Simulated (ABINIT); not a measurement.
## SiC (Moissanite): G0W0 in ABINIT against the bands in the screening

How does the gap of SiC (Moissanite) converge in the bands in the screening?

Program: ABINIT 10.8.3. Level of theory: PBE and many-body steps on it, plane waves. Results are calculated unless marked as measured.

### 1. The structure

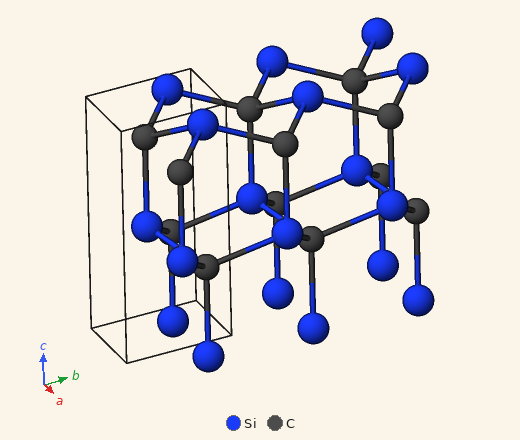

The cell as given, slightly off an axis (silicon blue, carbon dark grey). 2×3×1 cells are drawn. Some periodic images of atoms are drawn too.

Structure file:

```cif
data_structure
_symmetry_space_group_name_H-M 'P 1'
_symmetry_Int_Tables_number 1
_cell_length_a 3.0760
_cell_length_b 3.0760
_cell_length_c 5.0480
_cell_angle_alpha 90.000
_cell_angle_beta 90.000
_cell_angle_gamma 120.000
_cell_volume 41.36
loop_
_atom_site_label
_atom_site_type_symbol
_atom_site_fract_x
_atom_site_fract_y
_atom_site_fract_z
_atom_site_occupancy
Si1 Si 0.33333 0.66667 0.00000 1
Si2 Si 0.66667 0.33333 0.50000 1
C3 C 0.33333 0.66667 0.38500 1
C4 C 0.66667 0.33333 0.88500 1
```

The cell and positions come from the Crystallography Open Database and are kept as given unless a step says otherwise.

### 2. Screening, 6×6×4 mesh, 16 bands, screening to 163.3 eV

This step: ABINIT 10.8.3; RPA screening on PBE, plane waves, norm-conserving pseudopotentials.

The RPA dielectric matrix is built and inverted for each q.

run.abi reads:

```
acell 3*1.0 Angstrom
rprim 
  3.075999999976 0.000000000005 0.000000000000
  -1.537999999993 2.663894142018 0.000000000000
  0.000000000000 0.000000000000 5.048000000000
ntypat 2
znucl 14 6
natom 4
typat 1 1 2 2
xred 
  0.333333333333 0.666666666667 0.000000000000
  0.666666666667 0.333333333333 0.500000000000
  0.333333333333 0.666666666667 0.385000000000
  0.666666666667 0.333333333333 0.885000000000
pp_dirpath "pseudos"
pseudos "Si.upf, C.upf"
ecut 37
ngkpt 6 6 4
nshiftk 1
shiftk 0 0 0
kptopt 1
chksymbreak 0
istwfk *1
occopt 1
irdwfk 1
optdriver 3
nband 16
ecuteps 6
inclvkb 2
awtr 1
symchi 1
indata_prefix "in"
outdata_prefix "out"
tmpdata_prefix "tmp"
```

The run is started by

```bash
> OMP_NUM_THREADS=1 mpirun -n 4 abinit run.abi > log
```

Output:

```text
.Version 10.8.3 of ABINIT. v10.8.2 released Aug 2026.

 Symmetries : space group P6_3 m c (#186); Bravais hP (primitive hexag.)
[... echo of the input left out ...]
== DATASET  1 ==================================================================
-   mpi_nproc: 4, omp_nthreads: 1 (-1 if OMP is not activated)

--- !DatasetInfo
iteration_state: {dtset: 1, }
dimensions: {natom: 4, nkpt: 21, mband: 16, nsppol: 1, nspinor: 1, nspden: 1, mpw: 3018, }
cutoff_energies: {ecut:  37.0, pawecutdg:  -1.0, }
electrons: {nelect:   1.60000000E+01, charge:   0.00000000E+00, occopt:   1.00000000E+00, tsmear:   1.00000000E-02, }

 SCREENING: Calculation of the susceptibility and dielectric matrices

 Based on a program developped by R.W. Godby, V. Olevano, G. Onida, and L. Reining.
 Incorporated in ABINIT by V. Olevano, G.-M. Rignanese, and M. Torrent.
.Using double precision arithmetic ; gwpc =  8

[... cell and pseudopotentials left out ...]
--------------------------------------------------------------------------------

 ==== K-mesh for the wavefunctions ====
 Number of points in the irreducible wedge :    21
[... list of points left out ...]
 Together with 12 symmetry operations and time-reversal symmetry
 yields   144 points in the full Brillouin Zone.

 ==== Q-mesh for the screening function ====
 Number of points in the irreducible wedge :    21
[... list of points left out ...]
 Together with 12 symmetry operations and time-reversal symmetry
 yields   144 points in the full Brillouin Zone.

 setmesh: FFT mesh size selected  =    20x   20x   40
          total number of points  =        16000

 vcoul_init : cutoff-mode = AUXILIARY_FUNCTION
 q-points for optical limit:   1
     1)      0.000010    0.000020    0.000030

- screening: taking advantage of time-reversal symmetry
- Maximum band index for partially occupied states nbvw = 8
- Remaining bands to be divided among processors   nbcw = 8
- Number of bands treated by each node ~2

 Number of electrons calculated from density =   16.0000; Expected =   16.0000
 average of density, n =  0.057319
 r_s =    1.6089
 omega_plasma =   23.0944 [eV]

 calculating chi0 at frequencies [eV] :
  1    0.000000E+00    0.000000E+00
  2    0.000000E+00    2.309436E+01

--------------------------------------------------------------------------------
  q-point number  1        q = ( 0.000000, 0.000000, 0.000000) [r.l.u.]
--------------------------------------------------------------------------------
[... chi0 elements left out ...]
 For q-point:  0.000010 0.000020 0.000030
  dielectric constant =   6.7201
  dielectric constant without local fields =   7.2845

  Average fulfillment of the sum rule on Im[epsilon] for q-point    1 :     23.07  [%]
[... wings left out ...]
  q-point number  2        q = ( 0.166667, 0.000000, 0.000000) [r.l.u.]
--------------------------------------------------------------------------------
[... chi0 elements left out ...]
  Average fulfillment of the sum rule on Im[epsilon] for q-point    2 :     58.17  [%]

 [... 19 further q-points ...]
```

The job ended after 11 s (4 MPI ranks of Arm Neoverse V1, shared host; peak memory 0.58 GiB; 42 s of CPU time).

Numbers from this step:

| Quantity | Value |
| --- | --- |
| ε∞ with local fields, on this mesh, along the program's q direction | 6.720 |
| the same without local fields | 7.285 |
| plasma frequency | 23.09 eV |
| plane waves in the screening matrix | 197 |

Local fields lower ε∞ by 8 %.

### 3. 16 bands

This step: G0W0 on PBE, plane waves, norm-conserving pseudopotentials.

run.abi, as its differences from that of step 2:

```diff
@@ -25,8 +25,19 @@
 irdwfk 1
-optdriver 3
-nband 16
+optdriver 4
+nband 75
+gwcalctyp 0
+ecutsigx 37
+symsigma 1
+nkptgw 3
+kptgw 
+  0.0000000000 0.0000000000 0.0000000000
+  0.3333333333 0.3333333333 0.0000000000
+  0.5000000000 0.0000000000 0.0000000000
+bdgw 
+  6 10
+  7 10
+  7 10
 ecuteps 6
-inclvkb 2
-awtr 1
-symchi 1
+irdscr 1
+ppmodel 1
 indata_prefix "in"
```

Output:

```text
.Version 10.8.3 of ABINIT. v10.8.2 released Aug 2026.

 Symmetries : space group P6_3 m c (#186); Bravais hP (primitive hexag.)
[... echo of the input left out ...]
== DATASET  1 ==================================================================
-   mpi_nproc: 4, omp_nthreads: 1 (-1 if OMP is not activated)

--- !DatasetInfo
iteration_state: {dtset: 1, }
dimensions: {natom: 4, nkpt: 21, mband: 75, nsppol: 1, nspinor: 1, nspden: 1, mpw: 3018, }
cutoff_energies: {ecut:  37.0, pawecutdg:  -1.0, }
electrons: {nelect:   1.60000000E+01, charge:   0.00000000E+00, occopt:   1.00000000E+00, tsmear:   1.00000000E-02, }

 SIGMA: Calculation of the GW corrections

 Based on a program developped by R.W. Godby, V. Olevano, G. Onida, and L. Reining.
 Incorporated in ABINIT by V. Olevano, G.-M. Rignanese, and M. Torrent.
.Using double precision arithmetic ; gwpc =  8

[... cell and pseudopotentials left out ...]
--------------------------------------------------------------------------------

 ==== K-mesh for the wavefunctions ====
 Number of points in the irreducible wedge :    21
[... list of points left out ...]
 Together with 12 symmetry operations and time-reversal symmetry
 yields   144 points in the full Brillouin Zone.

 ==== Q-mesh for screening function ====
 Number of points in the irreducible wedge :    21
[... list of points left out ...]
 Together with 12 symmetry operations and time-reversal symmetry
 yields   144 points in the full Brillouin Zone.

 vcoul_init : cutoff-mode = AUXILIARY_FUNCTION
 q-points for optical limit:   1
     1)      0.000010    0.000020    0.000030
 setmesh: FFT mesh size selected  =    27x   27x   54
          total number of points  =        39366

 Number of electrons calculated from density =   16.0000; Expected =   16.0000
 average of density, n =  0.057319
 r_s =    1.6089
 omega_plasma =   23.0944 [eV]

 === KS Band Gaps ===
  >>>> For spin  1
   Minimum direct gap =   4.0829 [eV], located at k-point      :   0.5000  0.0000  0.0000
   Fundamental gap    =   2.3294 [eV], Top of valence bands at :   0.0000  0.0000  0.0000
                                       Bottom of conduction at :   0.3333  0.3333  0.0000
 SIGMA fundamental parameters:
 PLASMON POLE MODEL  1
 number of plane-waves for SigmaX                 2997
 number of plane-waves for SigmaC and W            197
 number of plane-waves for wavefunctions          2997
 number of bands                                    75
 number of independent spin polarizations            1
 number of spinorial components                      1
 number of k-points in IBZ                          21
 number of q-points in IBZ                          21
 number of symmetry operations                      12
 number of k-points in BZ                          144
 number of q-points in BZ                          144
 number of frequencies for dSigma/dE                 9
 frequency step for dSigma/dE [eV]                0.25
 number of omega for Sigma on real axis              0
 max omega for Sigma on real axis  [eV]           0.00
 zcut for avoiding poles [eV]                     0.10

 EPSILON^-1 parameters (SCR file):
 dimension of the eps^-1 matrix on file            197
 dimension of the eps^-1 matrix used               197
 number of plane-waves for wavefunctions          2997
 number of bands                                    16
 number of q-points in IBZ                          21
 number of frequencies                               2
 number of real frequencies                          1
 number of imag frequencies                          1

 matrix elements of self-energy operator (all in [eV])

 Perturbative Calculation

--- !SelfEnergy_ee
iteration_state: {dtset: 1, }
kpoint     : [   0.000,    0.000,    0.000, ]
spin       : 1
KS_gap     :    4.620
QP_gap     :    5.668
Delta_QP_KS:    1.049
data: !SigmaeeData |
     Band     E0 <VxcDFT>   SigX SigC(E0)      Z dSigC/dE  Sig(E)    E-E0       E
        6   6.864 -15.055 -17.694   2.717   0.793  -0.261 -14.993   0.062   6.925
        7   6.864 -15.055 -17.694   2.717   0.793  -0.261 -14.993   0.062   6.925
        8   7.139 -14.882 -17.276   2.510   0.794  -0.259 -14.790   0.093   7.231
        9  11.758 -12.188  -7.007  -3.770   0.809  -0.237 -11.047   1.141  12.899
       10  13.157 -12.746  -7.214  -4.163   0.793  -0.261 -11.660   1.086  14.243

--- !SelfEnergy_ee
iteration_state: {dtset: 1, }
kpoint     : [   0.333,    0.333,    0.000, ]
spin       : 1
KS_gap     :    6.371
QP_gap     :    7.574
Delta_QP_KS:    1.203
data: !SigmaeeData |
     Band     E0 <VxcDFT>   SigX SigC(E0)      Z dSigC/dE  Sig(E)    E-E0       E
        7   3.097 -12.979 -16.874   3.484   0.776  -0.289 -13.298  -0.319   2.778
[...]
--- !SelfEnergy_ee
iteration_state: {dtset: 1, }
kpoint     : [   0.500,    0.000,    0.000, ]
spin       : 1
KS_gap     :    4.083
QP_gap     :    5.167
Delta_QP_KS:    1.084
data: !SigmaeeData |
     Band     E0 <VxcDFT>   SigX SigC(E0)      Z dSigC/dE  Sig(E)    E-E0       E
[...]
8   5.651 -14.535 -17.688   3.015   0.789  -0.268 -14.644  -0.110   5.541
        9   9.734 -10.592  -6.058  -3.354   0.826  -0.211  -9.618   0.975  10.708
       10  11.338 -11.767  -6.941  -3.472   0.811  -0.233 -10.669   1.099  12.436

== END DATASET(S) ==============================================================
================================================================================

 -outvars: echo values of variables after computation  --------
           etotal      0.0000000000E+00
            nband          75
             nkpt          21
          spgroup         186
 [... the other variables as echoed above ...]

 Calculation completed.
```

It took 17 s on 4 MPI ranks; peak memory 0.95 GiB; 68 s of CPU time.

Numbers from this step:

| Quantity | Value |
| --- | --- |
| G0W0 gap on the points computed | 3.121 eV |
| starting gap on the mesh | 2.329 eV |
| k of the valence top | 0, 0, 0 |
| k of the conduction bottom | 0.3333, 0.3333, 0 |
| Z at the valence top | 0.794 |
| Z at the conduction bottom | 0.829 |
| least direct G0W0 gap on the computed points | 5.167 eV |

### 4. Screening, 6×6×4 mesh, 23 bands, screening to 163.3 eV

This step: RPA screening on PBE, plane waves, norm-conserving pseudopotentials.

run.abi, as its differences from that of step 3:

```diff
@@ -25,19 +25,8 @@
 irdwfk 1
-optdriver 4
-nband 75
-gwcalctyp 0
-ecutsigx 37
-symsigma 1
-nkptgw 3
-kptgw 
-  0.0000000000 0.0000000000 0.0000000000
-  0.3333333333 0.3333333333 0.0000000000
-  0.5000000000 0.0000000000 0.0000000000
-bdgw 
-  6 10
-  7 10
-  7 10
+optdriver 3
+nband 23
 ecuteps 6
-irdscr 1
-ppmodel 1
+inclvkb 2
+awtr 1
+symchi 1
 indata_prefix "in"
```

Output:

```text
.Version 10.8.3 of ABINIT. v10.8.2 released Aug 2026.

 Symmetries : space group P6_3 m c (#186); Bravais hP (primitive hexag.)
[... echo of the input left out ...]
== DATASET  1 ==================================================================
-   mpi_nproc: 4, omp_nthreads: 1 (-1 if OMP is not activated)

--- !DatasetInfo
iteration_state: {dtset: 1, }
dimensions: {natom: 4, nkpt: 21, mband: 23, nsppol: 1, nspinor: 1, nspden: 1, mpw: 3018, }
cutoff_energies: {ecut:  37.0, pawecutdg:  -1.0, }
electrons: {nelect:   1.60000000E+01, charge:   0.00000000E+00, occopt:   1.00000000E+00, tsmear:   1.00000000E-02, }

 SCREENING: Calculation of the susceptibility and dielectric matrices

 Based on a program developped by R.W. Godby, V. Olevano, G. Onida, and L. Reining.
 Incorporated in ABINIT by V. Olevano, G.-M. Rignanese, and M. Torrent.
.Using double precision arithmetic ; gwpc =  8

[... cell and pseudopotentials left out ...]
--------------------------------------------------------------------------------

 ==== K-mesh for the wavefunctions ====
 Number of points in the irreducible wedge :    21
[... list of points left out ...]
 Together with 12 symmetry operations and time-reversal symmetry
 yields   144 points in the full Brillouin Zone.

 ==== Q-mesh for the screening function ====
 Number of points in the irreducible wedge :    21
[... list of points left out ...]
 Together with 12 symmetry operations and time-reversal symmetry
 yields   144 points in the full Brillouin Zone.

 setmesh: FFT mesh size selected  =    20x   20x   40
          total number of points  =        16000

 vcoul_init : cutoff-mode = AUXILIARY_FUNCTION
 q-points for optical limit:   1
     1)      0.000010    0.000020    0.000030

- screening: taking advantage of time-reversal symmetry
- Maximum band index for partially occupied states nbvw = 8
- Remaining bands to be divided among processors   nbcw = 15
- Number of bands treated by each node ~3

 Number of electrons calculated from density =   16.0000; Expected =   16.0000
 average of density, n =  0.057319
 r_s =    1.6089
 omega_plasma =   23.0944 [eV]

 calculating chi0 at frequencies [eV] :
  1    0.000000E+00    0.000000E+00
  2    0.000000E+00    2.309436E+01

--------------------------------------------------------------------------------
  q-point number  1        q = ( 0.000000, 0.000000, 0.000000) [r.l.u.]
--------------------------------------------------------------------------------
[... chi0 elements left out ...]
 For q-point:  0.000010 0.000020 0.000030
  dielectric constant =   6.8090
  dielectric constant without local fields =   7.4439

  Average fulfillment of the sum rule on Im[epsilon] for q-point    1 :     37.36  [%]
[... wings left out ...]
  q-point number  2        q = ( 0.166667, 0.000000, 0.000000) [r.l.u.]
--------------------------------------------------------------------------------
[... chi0 elements left out ...]
  Average fulfillment of the sum rule on Im[epsilon] for q-point    2 :     67.89  [%]

 [... 19 further q-points ...]
```

Elapsed: 18 s, on 4 MPI ranks; peak memory 0.62 GiB.

This step gave:

```
ε∞ with local fields, on this mesh, along the program's q direction : 6.809
the same without local fields                                       : 7.444
plasma frequency                                                    : 23.09 eV
plane waves in the screening matrix                                 : 197
```

### 5. 23 bands

The self-energy is evaluated for the states that the input lists, and the levels follow from it, in one-shot runs by the linearised quasiparticle equation.

This step: G0W0 on PBE, plane waves, norm-conserving pseudopotentials.

run.abi, as its differences from that of step 4:

```diff
@@ -25,8 +25,19 @@
 irdwfk 1
-optdriver 3
-nband 23
+optdriver 4
+nband 75
+gwcalctyp 0
+ecutsigx 37
+symsigma 1
+nkptgw 3
+kptgw 
+  0.0000000000 0.0000000000 0.0000000000
+  0.3333333333 0.3333333333 0.0000000000
+  0.5000000000 0.0000000000 0.0000000000
+bdgw 
+  6 10
+  7 10
+  7 10
 ecuteps 6
-inclvkb 2
-awtr 1
-symchi 1
+irdscr 1
+ppmodel 1
 indata_prefix "in"
```

Output:

```text
.Version 10.8.3 of ABINIT. v10.8.2 released Aug 2026.

 Symmetries : space group P6_3 m c (#186); Bravais hP (primitive hexag.)
[... echo of the input left out ...]
== DATASET  1 ==================================================================
-   mpi_nproc: 4, omp_nthreads: 1 (-1 if OMP is not activated)

--- !DatasetInfo
iteration_state: {dtset: 1, }
dimensions: {natom: 4, nkpt: 21, mband: 75, nsppol: 1, nspinor: 1, nspden: 1, mpw: 3018, }
cutoff_energies: {ecut:  37.0, pawecutdg:  -1.0, }
electrons: {nelect:   1.60000000E+01, charge:   0.00000000E+00, occopt:   1.00000000E+00, tsmear:   1.00000000E-02, }

 SIGMA: Calculation of the GW corrections

 Based on a program developped by R.W. Godby, V. Olevano, G. Onida, and L. Reining.
 Incorporated in ABINIT by V. Olevano, G.-M. Rignanese, and M. Torrent.
.Using double precision arithmetic ; gwpc =  8

[... cell and pseudopotentials left out ...]
--------------------------------------------------------------------------------

 ==== K-mesh for the wavefunctions ====
 Number of points in the irreducible wedge :    21
[... list of points left out ...]
 Together with 12 symmetry operations and time-reversal symmetry
 yields   144 points in the full Brillouin Zone.

 ==== Q-mesh for screening function ====
 Number of points in the irreducible wedge :    21
[... list of points left out ...]
 Together with 12 symmetry operations and time-reversal symmetry
 yields   144 points in the full Brillouin Zone.

 vcoul_init : cutoff-mode = AUXILIARY_FUNCTION
 q-points for optical limit:   1
     1)      0.000010    0.000020    0.000030
 setmesh: FFT mesh size selected  =    27x   27x   54
          total number of points  =        39366

 Number of electrons calculated from density =   16.0000; Expected =   16.0000
[...]
number of plane-waves for wavefunctions          2997
 number of bands                                    23
 number of q-points in IBZ                          21
 number of frequencies                               2
 number of real frequencies                          1
 number of imag frequencies                          1

 matrix elements of self-energy operator (all in [eV])

 Perturbative Calculation

--- !SelfEnergy_ee
iteration_state: {dtset: 1, }
kpoint     : [   0.000,    0.000,    0.000, ]
spin       : 1
KS_gap     :    4.620
QP_gap     :    5.505
Delta_QP_KS:    0.885
data: !SigmaeeData |
     Band     E0 <VxcDFT>   SigX SigC(E0)      Z dSigC/dE  Sig(E)    E-E0       E
        6   6.864 -15.055 -17.694   2.625   0.794  -0.259 -15.066  -0.011   6.853
        7   6.864 -15.055 -17.694   2.625   0.794  -0.259 -15.066  -0.011   6.853
        8   7.139 -14.882 -17.276   2.416   0.796  -0.257 -14.865   0.017   7.156
[...]
--- !SelfEnergy_ee
iteration_state: {dtset: 1, }
kpoint     : [   0.333,    0.333,    0.000, ]
spin       : 1
KS_gap     :    6.371
QP_gap     :    7.424
Delta_QP_KS:    1.053
data: !SigmaeeData |
     Band     E0 <VxcDFT>   SigX SigC(E0)      Z dSigC/dE  Sig(E)    E-E0       E
[...]
--- !SelfEnergy_ee
iteration_state: {dtset: 1, }
kpoint     : [   0.500,    0.000,    0.000, ]
spin       : 1
KS_gap     :    4.083
QP_gap     :    5.006
Delta_QP_KS:    0.924
data: !SigmaeeData |
     Band     E0 <VxcDFT>   SigX SigC(E0)      Z dSigC/dE  Sig(E)    E-E0       E
[...]
9   9.734 -10.592  -6.058  -3.634   0.824  -0.213  -9.850   0.743  10.476
       10  11.338 -11.767  -6.941  -3.726   0.812  -0.232 -10.874   0.894  12.232

== END DATASET(S) ==============================================================
================================================================================

 -outvars: echo values of variables after computation  --------
           etotal      0.0000000000E+00
            nband          75
             nkpt          21
          spgroup         186
 [... the other variables as echoed above ...]

 Calculation completed.
```

Run time: 17 s. Hardware: 4 MPI ranks; peak memory 0.95 GiB.

Numbers from this step:

* G0W0 gap on the points computed: 2.971 eV
* starting gap on the mesh: 2.329 eV
* k of the valence top: 0, 0, 0
* k of the conduction bottom: 0.3333, 0.3333, 0
* Z at the valence top: 0.796
* Z at the conduction bottom: 0.828
* least direct G0W0 gap on the computed points: 5.006 eV

The gap on the mesh goes from 2.33 eV to 2.97 eV, a correction of +0.64 eV.

[end of part 1 of 2]

[Paths, hosts, dates, memory and timing lines, banners, echoed tables and standing remarks are left out of the program output.]

[Logs are printed without paths, hosts, clocks, repeated set-up lines and the standing remarks that a program may print on its own settings, such as how far it seeks lower states.]

[Runs of the session that timed out or met a known fault of the program may be left out.]

[Hosts, paths, dates, database ids (printed as entryN), source tags and the programs' standing remarks are cut or masked in the printed files.]

[G0W0 gaps are taken among the corrected bands and points alone; a level outside them can change the order at an edge.]

[Where Ansatz stands beside ABINIT at settings called matched, ABINIT's density can come from a denser mesh and the files from another edition; pairs whose starting gaps differed by over 0.03 eV were left out, so agreement reads better than it is.]
